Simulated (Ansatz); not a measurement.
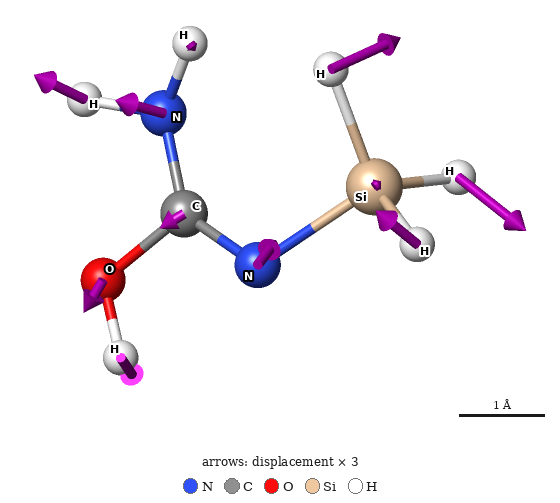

A relaxation of CH6N2OSi (coarse preliminary run). The starting structure is drawn; purple arrows show the displacements, magnified 3 times. The two geometries are superimposed by the best rigid fit.

Style: ball-and-stick. Shown at a tilt.

The start comes from a force field.

Method: Ansatz, RKS PBE-D4/def2-SVP. (force threshold 0.03 eV/Å; at most 200 steps)

Describe the change and its energy.

Answer. Over 10 geometry steps the energy falls by 16.7 kcal/mol. Largest force component: 5.5 eV/Å at the start, 0.024 eV/Å at the end. An H atom moves most after the best rigid fit: 0.40 Å. By element the largest moves are H 0.40 Å, N 0.25 Å, O 0.16 Å, C 0.11 Å, Si 0.04 Å. Among the contacts that change: C–N 1.287 → 1.369 Å, H–N 1.077 → 1.019 Å, H–Si 1.463 → 1.509 Å, C–O 1.316 → 1.360 Å. Bond angles that change, for instance: C–N–Si 117.3° → 130.0°, N–C–N 138.5° → 128.8°, H–N–H 109.4° → 118.1°. Groups turn about N–Si by about 25°.
